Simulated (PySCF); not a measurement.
Vertical excitations of a molecule CH7ClFNSi2 from PySCF 2.14.0 with TDDFT-PBE/def2-SVPD, as energy in eV (oscillator strength): 4.18 (0.002), 4.66 (0.008), 5.50 (0.022), 5.67 (0.004), 5.72 (0.018), 6.09 (0.005), 6.20 (0.032), 6.35 (0.010), 6.59 (0.016), 6.62 (0.012). Lowest triplet (TDA): 3.98 eV. The structure is a stationary point at B3LYP-D3(BJ)/def2-SVP. Other conformers were not sampled.

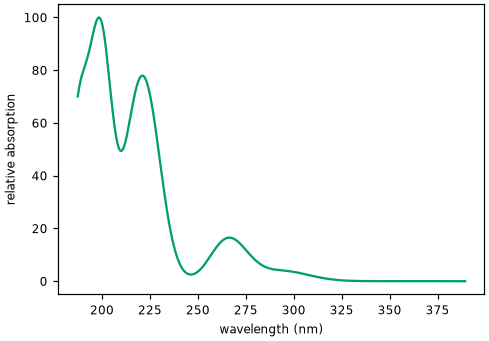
*The lines broadened by 0.4 eV.*

### Question
Which molecule gave these data?
(A) CN[SiH2][Si@@H](F)Cl
(B) N[Si@@](F)(Cl)C[SiH3]
(C) NC[Si@@](F)([SiH3])Cl
(D) NC[SiH2][Si@H](F)Cl

### Answer
A, CN[SiH2][Si@@H](F)Cl
